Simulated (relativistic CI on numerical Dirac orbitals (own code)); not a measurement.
```
atom Mn  Z=25  charge=5  electrons=20
nucleus A=55  rms_radius_fm=3.7057
hamiltonian dirac-coulomb  breit=on  qed=on  c_scale=1
orbitals kli  potential=per-configuration
slater_scale 0.7
correlation none
mixing on
configurations
  [Ar] 3d2
  [He] 2s2 2p5 3s2 3p6 3d3
end
absorption L2,3 T=80 lorentz=0.4 gauss=0.3
crystal_field free
```

Multiplet model: relativistic Dirac–Coulomb–Breit theory, one configuration a step, Slater integrals scaled by 0.7, 80 K, Voigt broadening (Lorentzian 0.4 eV, Gaussian 0.3 eV full widths), computed with a radial Dirac CI code. Dichroism is for the ground state at zero temperature, magnetised by an exchange field of 10 meV on Sz.

The L₂,₃ X-ray absorption spectrum that results, with the strongest transitions as sticks:

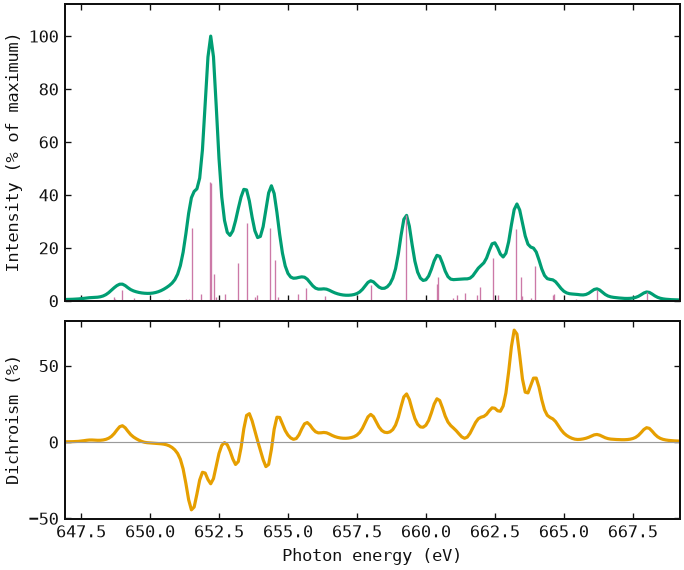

The main maxima lie at 652.2 eV (100), 653.4 eV (42), 654.4 eV (43), 658.0 eV (8), 659.3 eV (32), 660.4 eV (17), 662.5 eV (22) and 663.3 eV (37), heights in % of the largest; the centroid is at 656.3 eV. The lower edge holds 0.62 of the intensity (branching ratio, edges parted at 657 eV, split at the minimum of the curve and uncertain by about 0.02), and the core spin-orbit splitting of the orbitals is 10.8 eV. The ground state has S = 1.00. The circular dichroism (Δm = −1 less Δm = +1) is largest at 663.2 eV, 73 % of the isotropic maximum; its integrals over the lower and upper edge are −0.019 and 0.187 of the sum over the three polarisations. The magnetised ground state has ⟨Lz⟩ = 2.73 and ⟨Sz⟩ = −0.73.

Known limits: free-ion energies, so absolute edge positions are off by a few eV from solids.
